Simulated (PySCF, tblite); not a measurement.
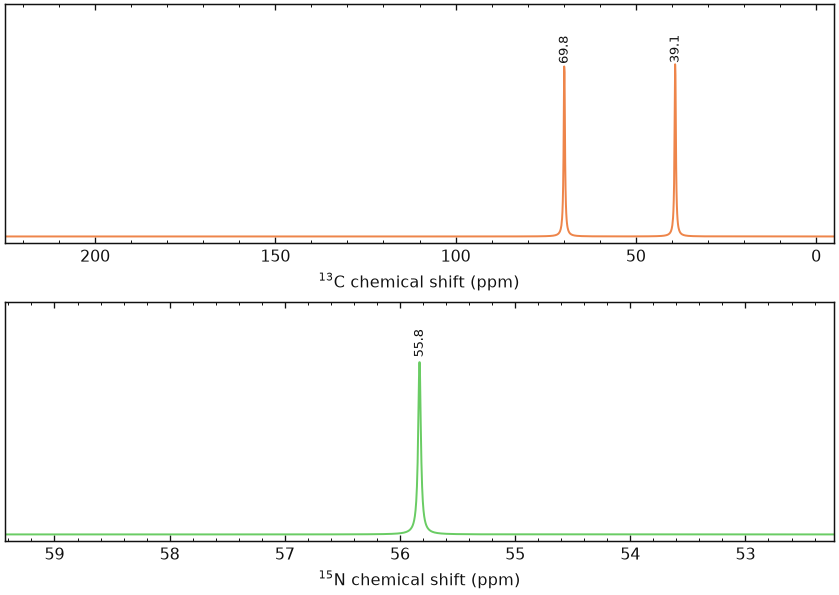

GIAO shifts, PBE0/pcSseg-1, PySCF, at a GFN2-xTB geometry (a minimum by its frequencies), against TMS for ¹³C and NH₃ for ¹⁵N computed at the same level (¹⁵N: a single molecule, while the usual scales start at liquid NH₃ or nitromethane; multiply bonded nitrogen can come out tens of ppm too deshielded). Gas phase, fully decoupled, line heights follow the number of nuclei, widths are arbitrary (no quadrupolar broadening); values of one conformer, averaged over methyl-type rotors and exact or near symmetry; other conformers aren't averaged in.

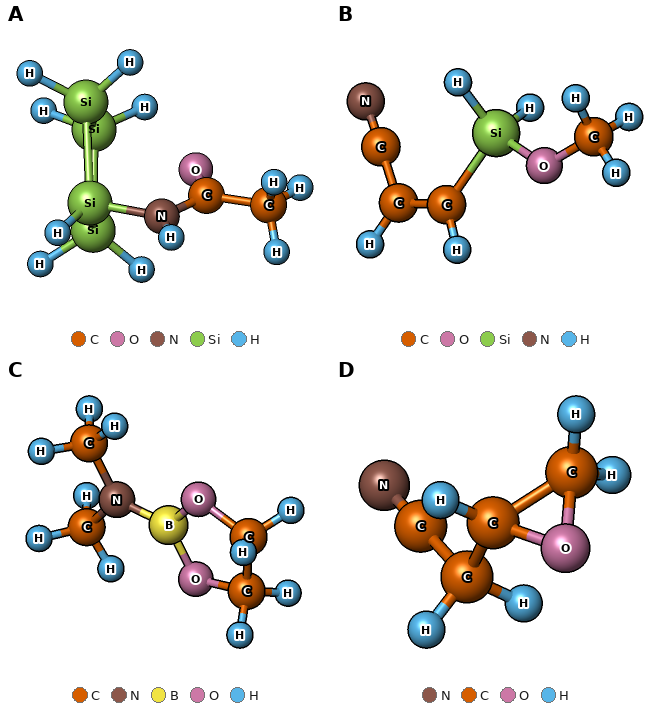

### Which molecule was computed? Choose among the lettered structures.

Structure C, C₄H₁₀BNO₂, SMILES CN(C)B1OCCO1. Its ¹³C signals: 69.8 (2 C), 39.1 (2 C) ppm. Its ¹⁵N signals: 55.8 (1 N) ppm.

Note: the tight-binding geometry is rougher than a DFT one and adds to the error.
